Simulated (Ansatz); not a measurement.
```xyz
8

F     2.7355   -0.0031    0.1712
Ga    1.2539    0.5521    0.9036
Cl   -0.1128   -1.3353    0.9804
Ga   -1.3536   -0.4760   -0.7966
F    -0.8654   -1.4230   -2.1768
Cl    0.0060    1.4168   -0.8659
H     1.1387    1.4113    2.1769
H    -2.8023   -0.1427   -0.3928
```

Geometry: PBE0-D4/def2-TZVP.

The calculation used Ansatz 0.2.0, RKS PBE0-D4/def2-TZVPP.

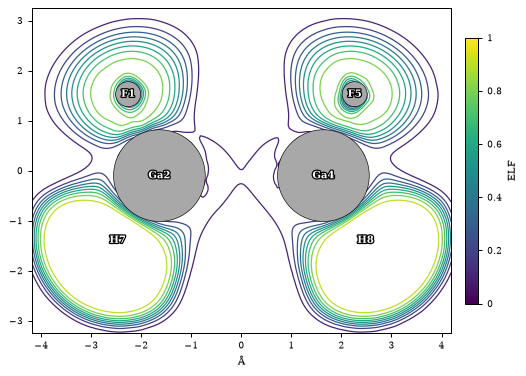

Cl$_{2}$F$_{2}$Ga$_{2}$H$_{2}$ (SMILES [F][GaH-]1[Cl+][GaH-]([F])[Cl+]1). Electron localisation function on the plane of atoms F1, Ga2 and H7. Grey discs cover the atomic cores.

**Describe what can be read from this map.**

The plane passes through F, Ga and H nuclei.
Ga–F (1.74 Å): the ELF peaks at about 0.80 in the valence shell of F, 0.5 Å from its nucleus, and is about 0.20 at the midpoint.
Ga–H (1.54 Å): the ELF climbs to about 1 towards the hydrogen.
The ELF also peaks beside F1 and F5, away from the bonds: lone-pair regions.
